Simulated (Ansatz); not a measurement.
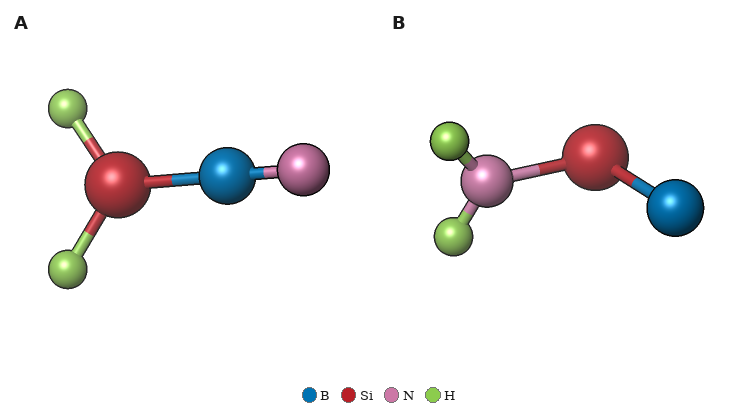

2 stationary structures of one formula. Geometries: PBE-D4/def2-SVP. Electronic energies: PBE-D4/def2-SVP (Ansatz 0.2.0), without zero-point energy. No frequency run is at hand to confirm each as a minimum.

> Which structure is the most stable?

A is lowest; B lies 38.7 kcal/mol above it (Cs).
